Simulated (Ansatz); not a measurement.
**Ligand exchange: C2H9ClSi2 + CHBr2Cl → C2H10Si2 + CBr2Cl2**

Species: C2H9ClSi2 `CC[SiH]([SiH3])Cl`, singlet; CHBr2Cl (chlorodibromomethane) `ClC(Br)Br`, singlet; C2H10Si2 `CC[SiH2][SiH3]`, singlet; CBr2Cl2 (dibromodichloromethane) `ClC(Cl)(Br)Br`, singlet. The partners trade Cl for H: Si–Cl and C–H bonds give way to Si–H and C–Cl.

Shapes, held fixed at every level: PBE0-D4/def2-TZVP. Flexible molecules stand in one conformer, not always the lowest. Programs: Ansatz 0.2.0. Electronic energies: no zero-point or thermal term.

```json
{"level": "PBE-D4/def2-TZVPP", "kind": "GGA", "ΔE (kJ/mol)": "+189.2", "less CCSD(T)/def2-TZVPP": "-10.6"}
{"level": "r2SCAN-D4/def2-TZVPP", "kind": "meta-GGA", "ΔE (kJ/mol)": "+200.9", "less CCSD(T)/def2-TZVPP": "+1.1"}
{"level": "B3LYP-D4/def2-TZVPP", "kind": "global hybrid", "ΔE (kJ/mol)": "+200.1", "less CCSD(T)/def2-TZVPP": "+0.3"}
{"level": "PBE0-D4/def2-TZVPP", "kind": "global hybrid", "ΔE (kJ/mol)": "+200.5", "less CCSD(T)/def2-TZVPP": "+0.7"}
{"level": "wB97X-V/def2-TZVPP", "kind": "range-separated hybrid", "ΔE (kJ/mol)": "+200.8", "less CCSD(T)/def2-TZVPP": "+1.0"}
{"level": "B2PLYP/def2-TZVPP", "kind": "double hybrid", "ΔE (kJ/mol)": "+202.9", "less CCSD(T)/def2-TZVPP": "+3.1"}
{"level": "MP2/def2-TZVPP", "kind": "perturbation theory", "ΔE (kJ/mol)": "+198.9", "less CCSD(T)/def2-TZVPP": "-0.9"}
{"level": "CCSD(T)/def2-TZVPP", "kind": "coupled cluster or CI", "ΔE (kJ/mol)": "+199.8", "less CCSD(T)/def2-TZVPP": "0.0"}
```

The highest level, CCSD(T)/def2-TZVPP, gives ΔE = +199.8 kJ/mol; the levels span +189.2 to +202.9. The column of differences is taken from that level and isn't an error. No measured value is set beside it here. Relativity is left out for Br. Outer-core shells of Br are correlated in most correlated rows, in sets that cover them unevenly.

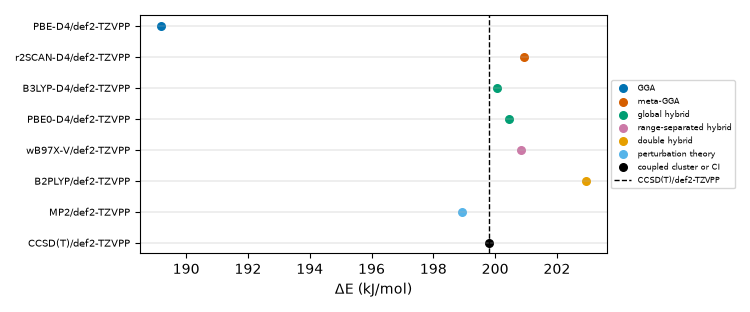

The values of the table, level by level.
